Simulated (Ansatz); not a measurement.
# BF₂HO + H₂S: a complex and its separated parts

The complex below is one end of an elementary step. How strongly is it bound against its free parts?

Computed with Ansatz 0.2.0, Gaussian basis. Level: PBE0-D4/def2-TZVP structures, single points in def2-TZVPP, no counterpoise correction.

Levels: SPW92, PBE-D4, BLYP-D4, r2SCAN-D4, B97M-V, PBE0-D4, B3LYP-D4, r2SCAN0-D4, BHLYP-D4, CAM-B3LYP-D4, wB97X-V, wB97M-V, B2PLYP, PBE-QIDH, RPA on PBE, Hartree-Fock, MP2, CCSD, CCSD(T).

Cores are frozen in the correlated methods. B3LYP uses VWN-RPA correlation. B2PLYP carries no dispersion term here.

94 further runs of the same task are left out: 94 set aside as unsound or not needed.

### 1 The starting structure

The complex: 8 atoms, charge 0, spin multiplicity 1.

Atoms are counted from 1 here; the program's logs count them from 0.

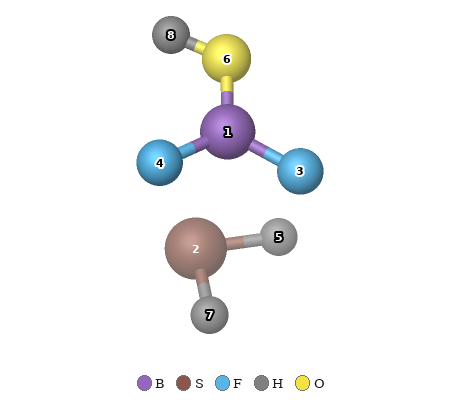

The starting geometry (boron purple, sulfur brown, fluorine blue, hydrogen grey, oxygen yellow); atoms are numbered from 1 in the order of the file.

As a file:

```xyz
8
charge 0, multiplicity 1
B    -1.1246    0.0855    0.0734
S     2.0159    0.1411   -0.2133
F    -1.1684   -0.6362   -1.0330
F    -1.1755    1.4084   -0.0387
H     1.8495   -1.1319   -0.6038
O    -1.1368   -0.5401    1.2664
H     1.8390    0.6061   -1.4595
H    -1.0990    0.0672    2.0087
```

Its parts: BF₂HO holds atoms 1, 3, 4, 6, 8; H₂S holds atoms 2, 5, 7. Each part counts its atoms afresh in its own runs.

### 2 Relaxing BF₂HO alone

Input file relax-a/in.yaml:

```yaml
crystal:
  periodic: [false, false, false]
  atoms:
    - {symbol: B, position_ang: [-1.124607, 0.085546, 0.073391]}
    - {symbol: F, position_ang: [-1.168413, -0.636248, -1.032974]}
    - {symbol: F, position_ang: [-1.175534, 1.408421, -0.038704]}
    - {symbol: O, position_ang: [-1.136780, -0.540138, 1.266362]}
    - {symbol: H, position_ang: [-1.099001, 0.067206, 2.008695]}
basis:
  gaussian: {orbitals: def2-TZVP}
hamiltonian: {xc: pbe0, dispersion: d4}
relax: {f_tol: 0.005, max_steps: 200}
```

Launch:

```sh
> ansatz run in.yaml --threads 4 --pin off --events-out ev --progress --plain --max-ram 9574MiB
```

Further steps of the session: Relaxing H₂S alone; SPW92/def2-TZVPP; PBE-D4/def2-TZVPP; BLYP-D4/def2-TZVPP; r2SCAN-D4/def2-TZVPP; B97M-V/def2-TZVPP; PBE0-D4/def2-TZVPP; B3LYP-D4/def2-TZVPP; r2SCAN0-D4/def2-TZVPP; BHLYP-D4/def2-TZVPP; CAM-B3LYP-D4/def2-TZVPP; wB97X-V/def2-TZVPP; wB97M-V/def2-TZVPP; B2PLYP/def2-TZVPP; PBE-QIDH/def2-TZVPP; RPA on PBE/def2-TZVPP; CCSD(T)/def2-TZVPP; Vibrations of BF₂HO; Vibrations of H₂S.

Q: Predict the outcome of this session. Wanted: complex less parts, CCSD(T)/def2-TZVPP; with zero-point energy; largest T1 diagnostic.

**Answer**, as computed:

```
                              quantity           value
complex less parts, CCSD(T)/def2-TZVPP  -2.87 kcal/mol
                with zero-point energy  -2.04 kcal/mol
                 largest T1 diagnostic           0.012
```

What this shows: At CCSD(T) the complex lies 2.87 kcal/mol below its parts. PBE-QIDH is the best functional here (+0.22 kcal/mol from CCSD(T)); SPW92 is the worst (-2.42 kcal/mol). Mean unsigned error by rung: LDA 2.42, GGA 0.81, meta-GGA 0.66, hybrid 0.68, range-separated hybrid 0.61, double hybrid 0.52 kcal/mol. PBE-D4 gives a relative energy 0.91 kcal/mol too low, an error of 32 % of the reference. No counterpoise was applied, and triple zeta lacks some correlation, so the CCSD(T) reference has a basis error of its own, and close matches with it are partly luck.
